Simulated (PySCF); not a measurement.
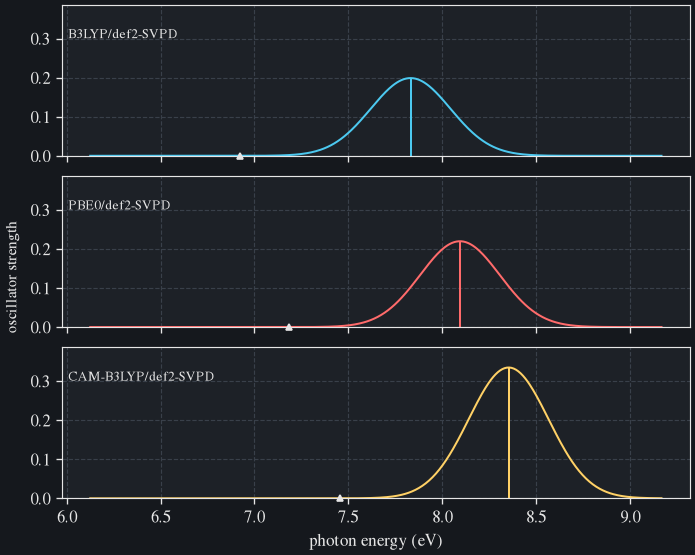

Vertical TDDFT spectra of SiCl₄, SMILES Cl[Si](Cl)(Cl)Cl at one geometry and several levels (PySCF 2.14.0, at a PBE0-D3(BJ)/def2-SVP geometry (no frequency check)); sticks with Gaussians of 1/e half-width 0.30 eV, the triangle marks S1, which has the same leading orbital pair at all these levels. Only the lowest states were computed, so the high end is incomplete. States within 0.01 eV of each other are merged, with their strengths summed. The highest state may be half of a pair whose partner wasn't computed.

Q: Order the levels by their S1 energy.

A: From lowest to highest: B3LYP/def2-SVPD 6.93 eV, PBE0/def2-SVPD 7.18 eV, CAM-B3LYP/def2-SVPD 7.45 eV; a spread of 0.53 eV.

Caveats, for all or some of the runs: core orbitals are frozen in the response.
